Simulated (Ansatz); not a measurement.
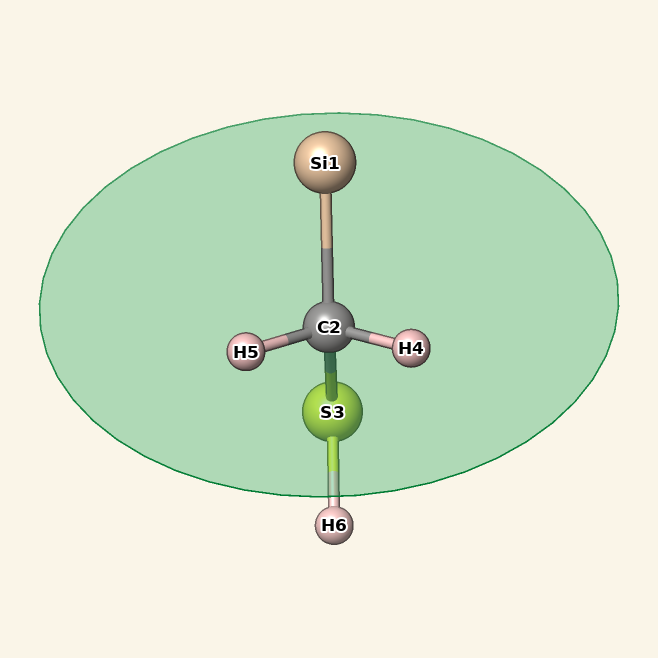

A disc through the centre of mass is drawn in. Depth is shown by fading: the farther an atom, the more it takes the colour of the background. State: charge +1, singlet. Computed geometry: PBE0-D4/def2-TZVP optimisation. No frequency run is at hand to confirm it as a minimum.

### Is the plane of the disc a mirror plane of the structure?

No. The point group is Cs, with 1 mirror plane, and this plane isn't one of its mirror planes.
